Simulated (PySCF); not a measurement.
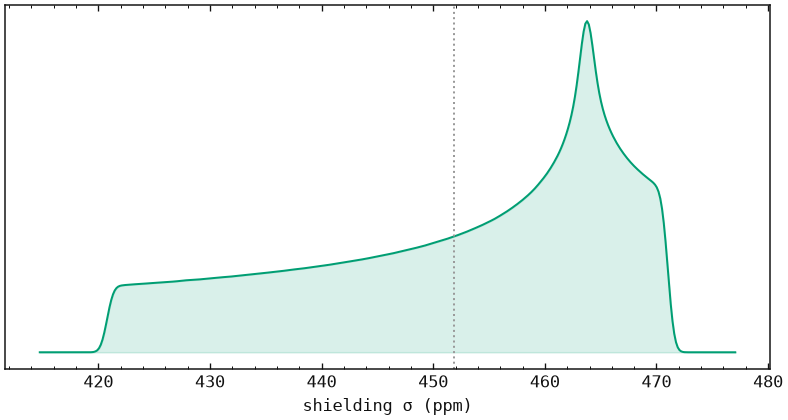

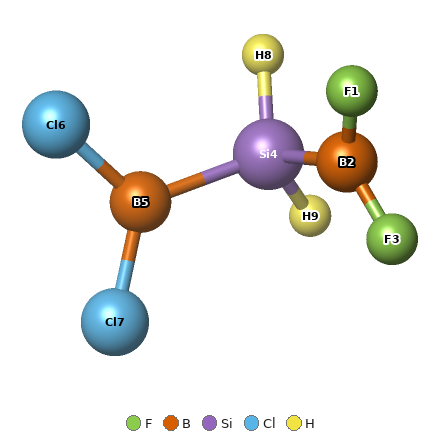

Static powder pattern (²⁹Si) from GIAO shielding tensors of B₂SiH₂Cl₂F₂, SMILES FB(F)[SiH2]B(Cl)Cl, PBE0/pcSseg-1 (IEF-PCM dimethylsulfoxide) with PySCF, at a PBE0-D3(BJ)/def2-SVP geometry (no frequency check); absolute shielding, one fixed geometry of the isolated molecule without any motion, no dipolar terms. The dotted line is the isotropic value; skew is 3(σiso − σ22)/span.

Question: The pattern belongs to Si4. Give the principal values, span and skew.

Answer: Si4: σ11, σ22, σ33 = 421, 464, 471 ppm, isotropic 452, span 50 ppm, skew −0.71.

Known limits of this run: one conformer of a flexible molecule.
